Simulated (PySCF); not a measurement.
SMILES [SiH3]O[SiH2][SiH2]Cl (H₇ClOSi₃), GFN2-xTB optimised geometry. Atoms within 1.6 Å of the plane z = 1.5 Å (x, y, z in Å): Si1 (1.38, -2.07, -0.04), O2 (0.55, -0.68, -0.01), Si3 (0.16, 0.90, 0.00), Si4 (-2.14, 0.90, 0.00), Cl5 (-2.79, 2.82, 0.00), H8 (1.13, -2.69, 1.26), H9 (0.81, 1.48, 1.19), H12 (-2.78, 0.28, 1.17).

Level of theory: PBE0/def2-TZVP in PySCF 2.14.0.

Map of the log10 of the electron density (e/bohr³), floored at −4 on the plane z = 1.5 Å:

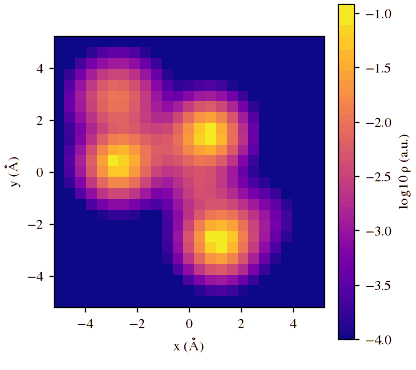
Fig. 1. Log10 of the electron density (e/bohr³), floored at −4 on the plane z = 1.5 Å.
